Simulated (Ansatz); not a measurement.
System: K3SI (antiperovskite) (Pm-3m).

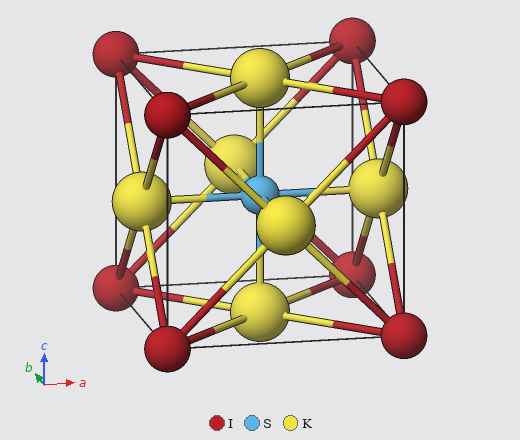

The structure (iodine red, sulfur blue, potassium yellow). Some periodic images of atoms are drawn too.

The structure was built from a prototype and need not be the compound's stable phase.

```xyz
5
Lattice="6.0336 0.0000 0.0000 0.0000 6.0336 0.0000 0.0000 0.0000 6.0336" Properties=species:S:1:pos:R:3 pbc="T T T"
I     0.0000    0.0000    0.0000
S     3.0168    3.0168    3.0168
K     3.0168    3.0168    0.0000
K     3.0168    0.0000    3.0168
K     0.0000    3.0168    3.0168
```

The structure was relaxed with PBE. The structure type comes from a generator and need not be one that this composition takes. The runs that relaxed it are not among those shown. Spin-orbit coupling is left out unless a run names it. PAW set soft_2, made with PBE.

Gaps computed with Ansatz 0.2.0 without a self-energy: LDA 1.48 eV, PBE 1.73 eV, r2SCAN 2.17 eV, HSE06 2.64 eV, PBE0 3.34 eV and DDH-PBE0 3.97 eV.

Question: What gap should G0W0 on PBE give (2×2×2 mesh, 655 empty bands, screening to 120 eV, default PAW files)?

About 3.17 eV: on its mesh the run moves the gap from 1.70 eV by +1.47 eV. Among the scalar-relativistic levels given, PBE0 is nearest (+0.17 eV). Bands and cutoff are finite, so the gap is not at the basis limit. The miss can reach some tenths of an eV and take either sign; the mesh is an error of its own. The 2×2×2 mesh is coarse for this cell (its supercell is 12 Å along the shortest edge). The RPA ε∞ on it, from the PBE start, is 3.12; such meshes misread the long-range screening, most where the gap is narrow. The many-body steps are scalar-relativistic: spin-orbit coupling is not in them. The program marks a band-edge row as in doubt, so the gap is less sure than its digits.

[Paths, hosts, dates, memory and timing lines, banners, echoed tables and standing remarks are left out of the program output.]

[Logs are printed without paths, hosts, clocks, repeated set-up lines and the standing remarks that a program may print on its own settings, such as how far it seeks lower states.]

[Runs of the session that timed out or met a known fault of the program may be left out.]

[Cells called generated may have been cut or substituted from an entry of the Crystallography Open Database or the Materials Project.]

[Hosts, paths, dates, database ids (printed as entryN), source tags and the programs' standing remarks are cut or masked in the printed files.]
